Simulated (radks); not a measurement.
**The series with 7 electrons, N to Cr¹⁷⁺**

What does a rising nuclear charge do to the levels of a fixed set of electrons? The series is run ion by ion, all in [He] 2s2 2p3.

Program: radks (a radial shooting solver on a logarithmic mesh, Libxc functionals) version 1. Level of theory: scalar-relativistic Kohn-Sham, r2SCAN, spin-polarised, spherical densities, finite nucleus; open shells are filled with parallel spins first. These are calculated values, not measurements, unless marked.

## (1) The system

* electrons: 7
* ions: N, O⁺, F²⁺, Ne³⁺, Mg⁵⁺, Al⁶⁺, Si⁷⁺, P⁸⁺, S⁹⁺, Cl¹⁰⁺, Ar¹¹⁺, K¹²⁺, Ca¹³⁺, Sc¹⁴⁺, Ti¹⁵⁺, V¹⁶⁺, Cr¹⁷⁺
* configuration: [He] 2s2 2p3

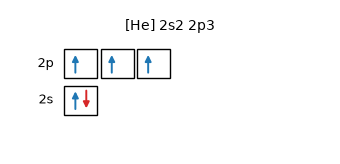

Occupation of the outer shells (arrows by Hund's rule).

## (2) N

Settings of this run:

```text
Z 7
configuration [He] 2s2 2p3
relativity scalar-relativistic
functional r2scan,r2scan
spin polarised
nucleus finite rms 2.5582 fm
c 137.035999084
```

## (3) O⁺

Settings of this run:

```text
Z 8
configuration [He] 2s2 2p3 3s0 3p0
relativity scalar-relativistic
functional r2scan,r2scan
spin polarised
nucleus finite rms 2.6991 fm
c 137.035999084
```

## (4) F²⁺

Settings of this run:

```text
Z 9
configuration [He] 2s2 2p3 3s0 3p0
relativity scalar-relativistic
functional r2scan,r2scan
spin polarised
nucleus finite rms 2.8976 fm
c 137.035999084
```

## (5) Ne³⁺

Settings of this run:

```text
Z 10
configuration [He] 2s2 2p3 3s0 3p0
relativity scalar-relativistic
functional r2scan,r2scan
spin polarised
nucleus finite rms 3.0055 fm
c 137.035999084
```

## (6) Mg⁵⁺

Settings of this run:

```text
Z 12
configuration [He] 2s2 2p3 3s0 3p0
relativity scalar-relativistic
functional r2scan,r2scan
spin polarised
nucleus finite rms 3.057 fm
c 137.035999084
```

## (7) Al⁶⁺

Settings of this run:

```text
Z 13
configuration [He] 2s2 2p3 3s0 3p0
relativity scalar-relativistic
functional r2scan,r2scan
spin polarised
nucleus finite rms 3.061 fm
c 137.035999084
```

## (8) Si⁷⁺

Settings of this run:

```text
Z 14
configuration [He] 2s2 2p3 3s0 3p0
relativity scalar-relativistic
functional r2scan,r2scan
spin polarised
nucleus finite rms 3.1224 fm
c 137.035999084
```

## (9) P⁸⁺

Settings of this run:

```text
Z 15
configuration [He] 2s2 2p3 3s0 3p0
relativity scalar-relativistic
functional r2scan,r2scan
spin polarised
nucleus finite rms 3.1889 fm
c 137.035999084
```

## (10) S⁹⁺

Settings of this run:

```text
Z 16
configuration [He] 2s2 2p3 3s0 3p0
relativity scalar-relativistic
functional r2scan,r2scan
spin polarised
nucleus finite rms 3.2611 fm
c 137.035999084
```

## (11) Cl¹⁰⁺

Settings of this run:

```text
Z 17
configuration [He] 2s2 2p3 3s0 3p0
relativity scalar-relativistic
functional r2scan,r2scan
spin polarised
nucleus finite rms 3.3654 fm
c 137.035999084
```

## (12) Ar¹¹⁺

Settings of this run:

```text
Z 18
configuration [He] 2s2 2p3 3s0 3p0
relativity scalar-relativistic
functional r2scan,r2scan
spin polarised
nucleus finite rms 3.4274 fm
c 137.035999084
```

## (13) K¹²⁺

Settings of this run:

```text
Z 19
configuration [He] 2s2 2p3 3s0 3p0
relativity scalar-relativistic
functional r2scan,r2scan
spin polarised
nucleus finite rms 3.4349 fm
c 137.035999084
```

## (14) Ca¹³⁺

Settings of this run:

```text
Z 20
configuration [He] 2s2 2p3 3s0 3p0
relativity scalar-relativistic
functional r2scan,r2scan
spin polarised
nucleus finite rms 3.4776 fm
c 137.035999084
```

## (15) Sc¹⁴⁺

Settings of this run:

```text
Z 21
configuration [He] 2s2 2p3 3s0 3p0
relativity scalar-relativistic
functional r2scan,r2scan
spin polarised
nucleus finite rms 3.5459 fm
c 137.035999084
```

## (16) Ti¹⁵⁺

Settings of this run:

```text
Z 22
configuration [He] 2s2 2p3 3s0 3p0
relativity scalar-relativistic
functional r2scan,r2scan
spin polarised
nucleus finite rms 3.5921 fm
c 137.035999084
```

## (17) V¹⁶⁺

Settings of this run:

```text
Z 23
configuration [He] 2s2 2p3 3s0 3p0
relativity scalar-relativistic
functional r2scan,r2scan
spin polarised
nucleus finite rms 3.6002 fm
c 137.035999084
```

## (18) Cr¹⁷⁺

Settings of this run:

```text
Z 24
configuration [He] 2s2 2p3 3s0 3p0
relativity scalar-relativistic
functional r2scan,r2scan
spin polarised
nucleus finite rms 3.6452 fm
c 137.035999084
```

Q: Predict the outcome of this session. Wanted: for each run, ion; E; ε(1s down); ε(2s up); ε(2s down); ε(2p up); ε(2p down, empty); <r>(2p up).

**Answer**, as computed:

| ion | E (hartree) | ε(1s down) (eV) | ε(2s up) (eV) | ε(2s down) (eV) | ε(2p up) (eV) | ε(2p down, empty) (eV) | <r>(2p up) (bohr) |
| --- | --- | --- | --- | --- | --- | --- | --- |
| N | -54.61627 | -386.94 | -21.381 | -15.218 | -8.890 | -3.145 | 1.414 |
| O⁺ | -74.61678 | -536.28 | -43.571 | -35.733 | -27.293 | -19.417 | 1.077 |
| F²⁺ | -97.89363 | -713.39 | -72.900 | -63.450 | -52.809 | -42.847 | 0.8764 |
| Ne³⁺ | -124.44476 | -918.09 | -109.21 | -98.184 | -85.294 | -73.263 | 0.7411 |
| Mg⁵⁺ | -187.37734 | -1410.1 | -202.60 | -188.47 | -170.97 | -154.82 | 0.5681 |
| Al⁶⁺ | -223.76628 | -1697.4 | -259.65 | -243.99 | -224.11 | -205.91 | 0.5090 |
| Si⁷⁺ | -263.44356 | -2012.2 | -323.61 | -306.42 | -284.12 | -263.86 | 0.4612 |
| P⁸⁺ | -306.41503 | -2354.7 | -394.49 | -375.76 | -350.98 | -328.67 | 0.4217 |
| S⁹⁺ | -352.68723 | -2724.8 | -472.29 | -452.04 | -424.70 | -400.34 | 0.3884 |
| Cl¹⁰⁺ | -402.26725 | -3122.7 | -557.04 | -535.26 | -505.29 | -478.87 | 0.3601 |
| Ar¹¹⁺ | -455.16283 | -3548.3 | -648.74 | -625.44 | -592.74 | -564.27 | 0.3356 |
| K¹²⁺ | -511.38229 | -4001.8 | -747.43 | -722.60 | -687.07 | -656.54 | 0.3142 |
| Ca¹³⁺ | -570.93443 | -4483.3 | -853.11 | -826.76 | -788.27 | -755.69 | 0.2953 |
| Sc¹⁴⁺ | -633.82871 | -4992.7 | -965.82 | -937.94 | -896.37 | -861.73 | 0.2786 |
| Ti¹⁵⁺ | -700.07514 | -5530.2 | -1085.6 | -1056.2 | -1011.4 | -974.67 | 0.2637 |
| V¹⁶⁺ | -769.68435 | -6096.0 | -1212.4 | -1181.5 | -1133.3 | -1094.5 | 0.2503 |
| Cr¹⁷⁺ | -842.66743 | -6690.0 | -1346.4 | -1313.9 | -1262.1 | -1221.3 | 0.2382 |

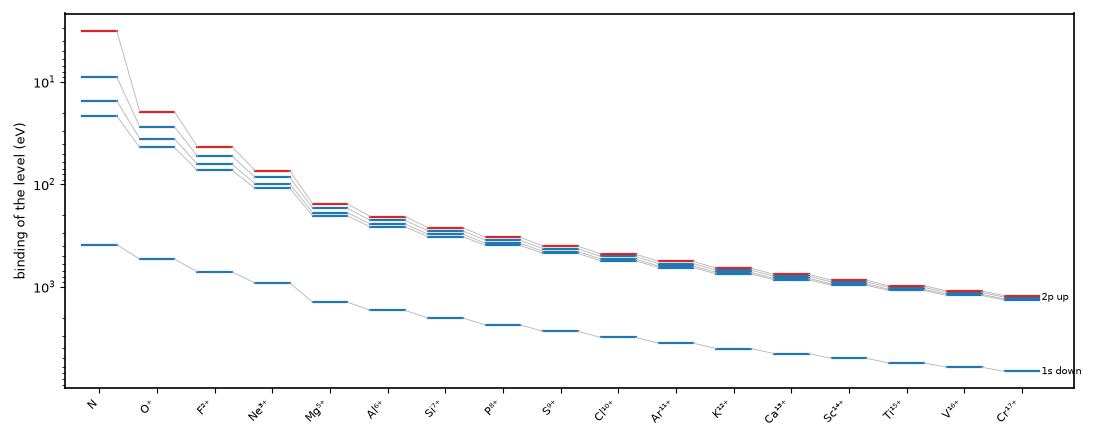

The outer levels along the series, on a logarithmic scale; empty levels red.

**Reading.** Between N and Cr¹⁷⁺, 2p up binds 142 times more strongly and its mean radius falls by a factor 5.94. The order of these tabulated levels, which need not hold every outer shell, does not change along the series. The configuration is held, so it need not be the ground state of every ion.
